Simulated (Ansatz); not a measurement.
# Pressure series in HgSe

The reference is HgSe in the zinc blende structure (space group F-43m, No. 216; a = 6.063 Å).

Cell and atoms are relaxed at each pressure.

Level of theory: Ansatz (a program for electronic structure) LDA, spin-orbit coupling left out.

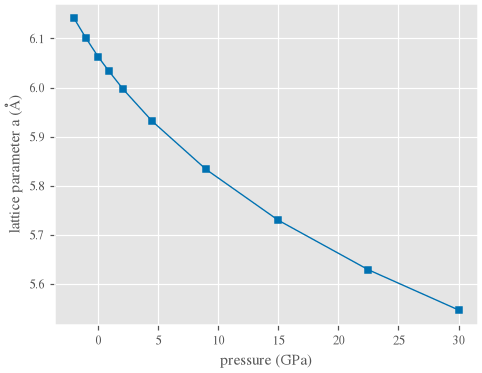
Fig. 1. Lattice parameter a against pressure

```csv
pressure (GPa),lattice parameter a
-2,6.141 Å
-1,6.100 Å
0.9,6.033 Å
2.1,5.996 Å
4.5,5.931 Å
9,5.833 Å
15,5.730 Å
22.5,5.629 Å
30,5.547 Å
```

A case with no gap was solved on a k-mesh chosen for an insulator, which is coarse for it. Load acts through the strain it causes; cell and atoms are relaxed under it. Stability against distortions was not tested. Tetrahedral semiconductors of this kind turn to denser phases somewhere between about 1 and 50 GPa; those were not computed, so compressed cells here can lie past the real transition. The final runs are not spin-polarised.
